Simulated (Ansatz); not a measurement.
**PHF2 (SMILES FPF) at HF/STO-3G**

What is the vertical singlet–triplet gap of PHF2 at HF/STO-3G? 

The results are computed with Ansatz 0.2.0.

65 further runs of the same task are left out: 6 that didn't finish, 59 set aside as unsound or not needed.

## Step 1: The molecule

PHF2: 4 atoms, total charge 0, spin state singlet. SMILES: `FPF`. Geometry: relaxed at GFN2-xTB.

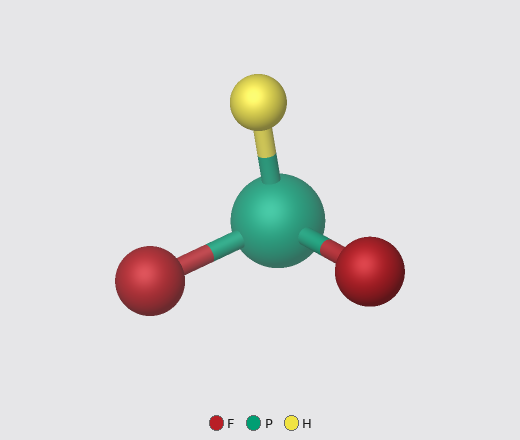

Viewed from a chosen angle; fluorine red, phosphorus teal, hydrogen yellow.

## Step 2: The energy at HF/STO-3G

Contents of input.yaml:

```yaml
crystal:
  periodic: [false, false, false]
  atoms:
    - {symbol: F, position_ang: [1.200700, 0.603880, -0.244050]}
    - {symbol: P, position_ang: [-0.020800, -0.433020, -0.460000]}
    - {symbol: F, position_ang: [-1.177160, 0.665480, -0.195640]}
    - {symbol: H, position_ang: [-0.002740, -0.836340, 0.899690]}
basis:
  gaussian: {orbitals: STO-3G}
hamiltonian: {xc: hf}
accuracy: high
```

Command:

```sh
$ ansatz run input.yaml --threads 1 --pin off --max-ram 2610MiB --events-out events.jsonl --progress --plain --runs-dir runs
```

The log of the run:

```text
Warning: RAYON_NUM_THREADS=1 ignored (pool sized by the plan → 1); use --threads N
Functional definition: HF
  name "HF"
  exchange = exact_x
  correlation = 0
361 factors; integrals over basis functions are off by at most 2.7e-8 eV
mean field evaluation 1: about -14516.0973 eV, gradient 2.2e1 eV
mean field evaluation 2: about -14516.1851 eV, gradient 2.2e1 eV
mean field evaluation 4: about -14518.5877 eV, gradient 1.4e0 eV
mean field evaluation 8: about -14518.6011 eV, gradient 6.8e-6 eV
mean field -14518.60107826 eV, -533.5487485649 hartree, gradient 1.2e-8 eV, S^2 0.000000; 0 other end points of the search recorded, 0 dependent functions left out
reference -14518.60107826 eV, -533.5487485649 hartree; 17, 17 occupied and 3, 3 virtual orbitals, 361 factors
Total energy: -14518.60107826 eV, -533.5487485649 hartree
```

Wall time 0.1 s (1 thread of Arm Neoverse V1, shared host).

## Step 3: The triplet at the same level

Contents of in.yaml:

```yaml
crystal:
  periodic: [false, false, false]
  atoms:
    - symbol: F
      position_ang: [1.200700, 0.603880, -0.244050]
    - symbol: P
      position_ang: [-0.020800, -0.433020, -0.460000]
    - symbol: F
      position_ang: [-1.177160, 0.665480, -0.195640]
    - symbol: H
      position_ang: [-0.002740, -0.836340, 0.899690]
basis:
  gaussian:
    orbitals: STO-3G
magnetization:
  spin_polarized: true
  initial_magnetization: 2
hamiltonian:
  xc: hf
accuracy: high
```

Command:

```sh
$ ansatz run in.yaml --threads 1 --pin off --max-ram 2610MiB --events-out events.jsonl --progress --plain --runs-dir runs
```

The log of the run:

```text
Warning: RAYON_NUM_THREADS=1 ignored (pool sized by the plan → 1); use --threads N
[... 4 set-up lines as earlier in the session ...]
361 factors; integrals over basis functions are off by at most 2.7e-8 eV
mean field evaluation 1: about -14508.4131 eV, gradient 1.3e1 eV
mean field evaluation 2: about -14508.5782 eV, gradient 1.3e1 eV
mean field evaluation 4: about -14510.5864 eV, gradient 2.0e0 eV
mean field evaluation 8: about -14510.8292 eV, gradient 1.1e-1 eV
mean field evaluation 16: about -14510.8279 eV, gradient 3.7e-3 eV
mean field evaluation 32: about -14510.8066 eV, gradient 1.2e0 eV
mean field evaluation 64: about -14506.1998 eV, gradient 1.2e1 eV
mean field evaluation 96: about -14510.1384 eV, gradient 4.5e-1 eV
mean field evaluation 128: about -14510.6413 eV, gradient 1.8e-2 eV
mean field -14511.03602118 eV, -533.2707378448 hartree, gradient 2.2e-8 eV, S^2 2.006073; 4 other end points of the search recorded, 0 dependent functions left out
reference -14511.03602118 eV, -533.2707378448 hartree; 18, 16 occupied and 2, 4 virtual orbitals, 361 factors
Total energy: -14511.03602118 eV, -533.2707378448 hartree
```

Run time: 0.38 s. Hardware: 1 thread of Arm Neoverse V1, shared host.

## Step 4: Outcome

At HF/STO-3G:

| quantity | value |
| --- | --- |
| singlet: total energy | -533.54875 Eh |
| triplet: total energy | -533.27074 Eh |
| triplet: ⟨S²⟩ | 2.006 |
| vertical energy of the triplet above the singlet | 7.565 eV |

In words: At this shape the triplet lies 7.57 eV (174 kcal/mol) above the singlet. In a minimal basis such a difference can be off by several eV, whatever the method.
